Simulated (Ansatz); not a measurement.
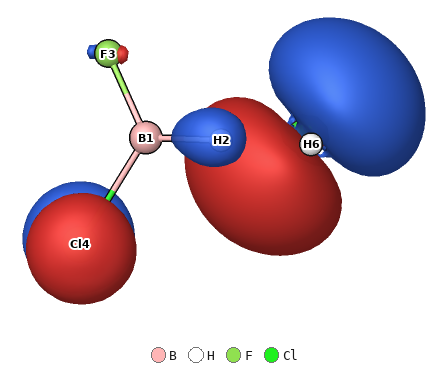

Figure. BClFH···HCl. The HOMO−1 at ±0.1 Å⁻³ᐟ² (blue and red are the two phases), seen at a tilt.

Not at a stationary point (largest force 1.0 eV/Å).

All numbers below come from RKS BLYP/def2-SVP in Ansatz.

Input

```
crystal:
  periodic: [false, false, false]
  atoms:
    - { symbol: B, position_ang: [0.0, 0.0, 0.0] }
    - { symbol: H, position_ang: [0.0, 0.0, 1.54] }
    - { symbol: F, position_ang: [1.1431, 0.0, -0.66] }
    - { symbol: Cl, position_ang: [-1.6108, 0.0, -0.93] }
    - { symbol: Cl, position_ang: [-0.2766, -2.0311, 0.6811] }
    - { symbol: H, position_ang: [-0.1183, -0.8687, 1.6586] }
basis:
  gaussian: { orbitals: def2-SVP }
hamiltonian:
  xc: blyp
relax:
  f_tol: 0.15
  max_steps: 25
  restrain:
    - { distance: [0, 4], at: 3.06, k: 30.0 }
    - { distance: [5, 1], at: 1.86, k: 30.0 }
    - { distance: [0, 1], at: 1.19, k: 30.0 }
    - { distance: [5, 4], at: 1.37, k: 30.0 }
output:
  orbitals: {}
```

Command:

```sh
ansatz run input.yaml --threads 1 --pin off --max-ram 2048MiB --backend cpu --events-out ev --progress --plain --runs-dir out
```

The fields are those of the run's last geometry, not of the input's.

**Describe this orbital and give its energy.**

By Hirshfeld shares it lies mainly on Cl5 (about 85 %) and Cl4 (about 10 %); largely a lone pair of Cl5. Its energy is −7.54 eV.
